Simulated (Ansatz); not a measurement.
# Effect of Se → As on MoSe2

Base system: MoSe$_{2}$ in the 2H-MoS2 type structure (space group P6_3/mmc, No. 194; a = 3.228 Å, c = 12.347 Å; layered, stacked along the Cartesian z axis).

One thing is altered: full substitution Se → As; the structure is relaxed again.

Computed with PBEsol-D3(BJ) (Ansatz, a first-principles code), no SOC. k-mesh 18×18×4 (Γ-centred); smearing 0.05 eV (Fermi–Dirac), for the changed cell.

The volume per atom shrinks by 1.80 Å³ to 16.77 Å³ and the density increases by 0.546 g/cm³ to 8.11 g/cm³. The lattice parameter a drops by 0.2143 Å (3.228 Å → 3.013 Å) and the c/a ratio goes up by 0.4193, from 3.825 to 4.245. The space group is still P6_3/mmc (No. 194) and the shortest interatomic distance increases by 0.0586 Å (2.503 Å → 2.561 Å). The band gap goes from 0.54 eV to zero.

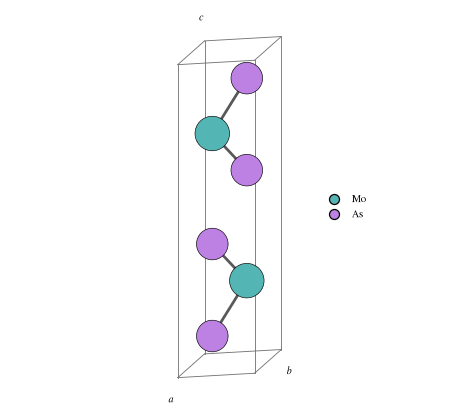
The relaxed conventional cell after the change

Cost of the whole job for the changed cell (relaxation, final SCF and bands): about 3 core-minutes (a rough figure).

Whether these cells are dynamically stable was not tested. As relaxed here, MoAs2 is a hypothetical phase, not in the database extracts checked. The final runs are not spin-polarised. MoAs2 has a high density of states at the Fermi level and may be magnetic at this level.
